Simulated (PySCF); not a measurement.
# CH6BP: the cost of one run

Computed with PySCF 2.14.0, with density-fitted response routines of our own, on a single molecule in the gas phase. Atoms count from 0, in the outputs and in this text.

## Step 1: The starting structure

9 atoms, charge 0, multiplicity 1; geometry from: GFN2-xTB. The atoms were then displaced at random by about 0.01 Å, so the start is not that level's minimum.

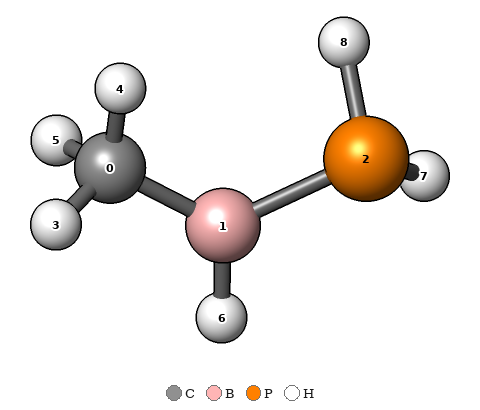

The starting geometry (carbon grey, boron pink, phosphorus orange, hydrogen white), atoms numbered.

## Step 2: Optimising the geometry at PBE0-D3(BJ)/def2-SVP

What the job is given:

```
{"job": {"xc": "PBE0", "basis": "def2-SVP", "d3": "d3bj", "grid": 1, "shake": 0.01, "kind": "geom"}, "charge": 0, "multiplicity": 1}
C     -1.203600     0.243680     0.137220
B      0.039870    -0.651180    -0.008670
P      1.709580    -0.069450     0.550650
H     -2.006970    -0.240450     0.638100
H     -1.045300     1.204870     0.636810
H     -1.607950     0.515640    -0.863410
H     -0.059190    -1.756340    -0.375820
H      2.530980    -0.518720    -0.484710
H      1.700390     1.254800     0.163330
```

Started as:

```console
$ OMP_NUM_THREADS=1 python probes_run.py task.json out
```

One launch serves the whole session: the jobs run in the order shown.

Q: Estimate the wall time and peak memory of this first job on 1 thread of AMD EPYC 9R45, shared host.

About 5.1 s, with a peak of 0.33 GiB.
